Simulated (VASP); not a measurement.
Band structure of MgS (relaxed from the zincblende structure, space group F-43m). All values below come from r2SCAN meta-GGA, VASP's PBE PAW potentials (set 64) (plane waves; VASP).

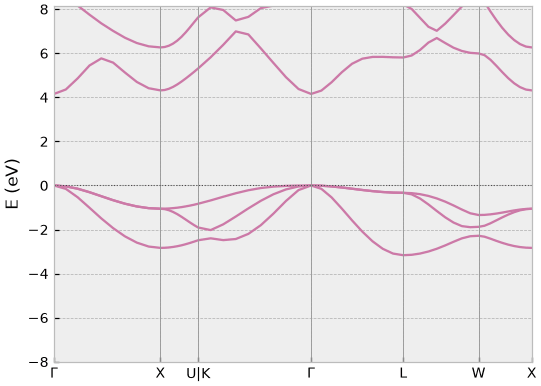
Figure. Bands along high-symmetry lines, zero at the valence-band maximum or, without a gap, the Fermi level

### Question
Read the plot: is there a gap, and where are the band edges?

### Answer
The gap is direct, 4.15 eV, from the valence maximum at Γ to the conduction minimum at Γ.

The structure was generated: MgS was put into the zincblende type (F-43m), which need not be its known phase. It was relaxed first.
